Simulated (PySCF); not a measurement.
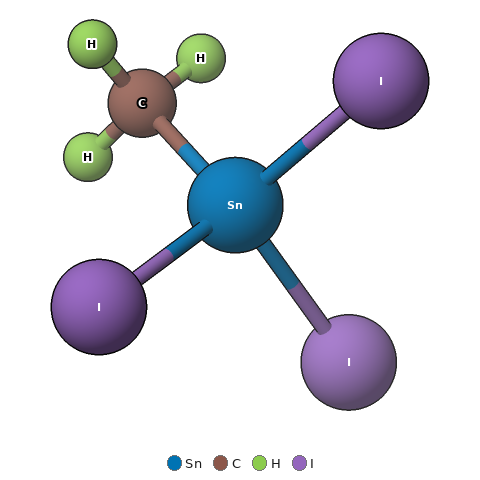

Structure of CH₃I₃Sn (SnMeI3), SMILES [CH3][Sn]([I])([I])[I], singlet.

Vertical TDDFT excitations, CAM-B3LYP/def2-SVPD in PySCF, at a PBE0-D3(BJ)/def2-SVP geometry (no frequency check), gas phase.

Q: Predict the low-lying singlet excitations and the spectrum.

A: The lowest singlet lies at 3.81 eV (325 nm, f = 0.000); the brightest of the first 10 is S7/S8 at 5.90 eV (210 nm), f = 0.131, mainly HOMO/HOMO−6 → LUMO+1/LUMO. No singlet lies below 3.1 eV (beyond 400 nm), so at this level no vertical transition falls in the visible.


```csv
state,E (eV),λ (nm),f,main character
S1,3.81,325,0.000,HOMO → LUMO (96 %)
S2/S3,4.03,308,0.062,HOMO−1/HOMO−2 → LUMO
S4,4.18,297,0.031,HOMO−3 → LUMO (93 %)
S5/S6,4.29,289,0.046,HOMO−4/HOMO−5 → LUMO
S7/S8,5.90,210,0.131,HOMO/HOMO−6 → LUMO+1/LUMO
S9,6.04,205,0.011,HOMO−8 → LUMO (36 %)
S10,6.23,199,0.000,HOMO−2 → LUMO+1 (51 %)
```

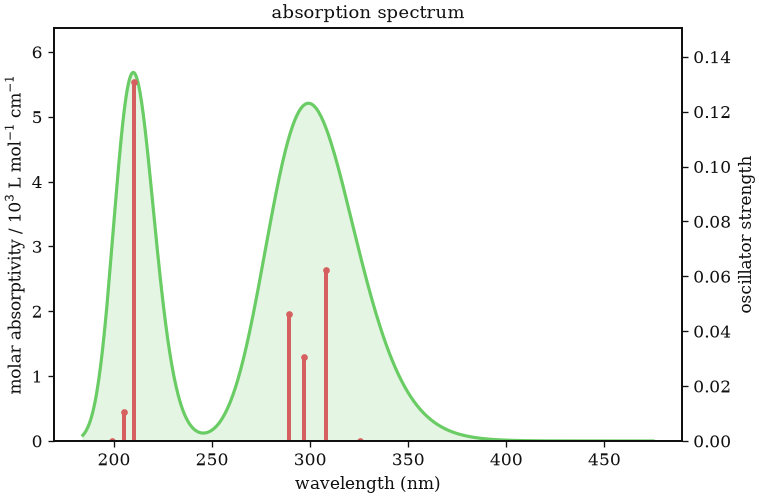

Only the first 10 singlet excitations are included; each is broadened by a Gaussian of 1/e half-width 0.40 eV. Sticks give oscillator strengths (right axis). States within 0.01 eV of each other are merged, with their strengths summed. The highest state may be half of a pair whose partner wasn't computed.

Caveats: effective core potentials, which hold scalar relativity, on atoms heavier than Kr; spin-orbit coupling is left out, and with Sn and I it can shift these levels and split any degenerate set; core orbitals are frozen in the response.
